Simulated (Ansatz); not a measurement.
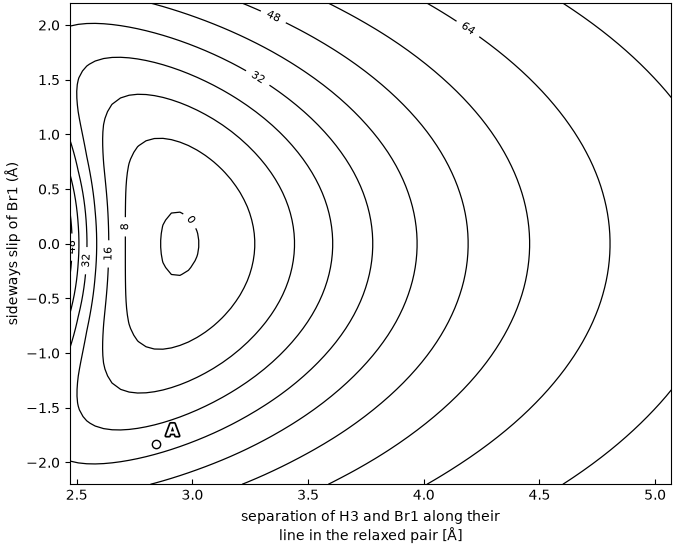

The pair Br···H₂, charge −1. 
- The first coordinate is: separation of H3 and Br1 along their line in the relaxed pair; the second: sideways slip of Br1.
- Nothing is relaxed (both partners rigid).
- Grid: 13 × 13 points; 122 points were computed and 47 follow by symmetry.
- Points are written as (first, second).
- Energies are in meV, from the lowest grid point.
- Level of theory: RKS wB97X-V/def2-TZVPD (Ansatz 0.2.0).

Drawn: contour lines labelled in meV, the point A. Between grid points the surface is interpolated.

Question: Is A at rest? If not, where is it pushed?

Answer: A, at (2.844 Å, −1.83 Å), is not a stationary point. The computed force is 17 meV for each Å towards smaller values of the first coordinate and 30 meV for each Å towards larger values of sideways slip of Br1.
